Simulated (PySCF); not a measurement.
Si(H)(OH)(SH)2, SMILES O[SiH](S)S (H₄OS₂Si) at its PBE0/def2-SVP optimised geometry (Å):

```
8

Si    -0.5858    -0.6084     0.0000
O      1.0749    -0.6084     0.0000
S     -1.5107     1.3234     0.0000
S     -1.1340    -1.4888    -1.8568
H     -1.0870    -1.3234     1.2096
H      1.5107    -0.2874     0.7961
H     -1.8399     1.2654     1.3093
H     -0.0245    -2.2608    -1.8991
```

Level of theory: PBE0/def2-TZVP in PySCF.

Map of the deformation density (molecule minus spherical neutral atoms) (e/bohr³) on the plane z = 1.0 Å:

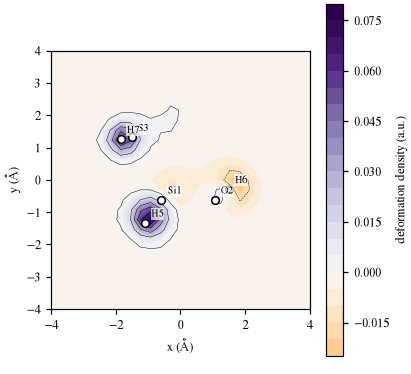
*Deformation density (molecule minus spherical neutral atoms) (e/bohr³) on the plane z = 1.0 Å.*
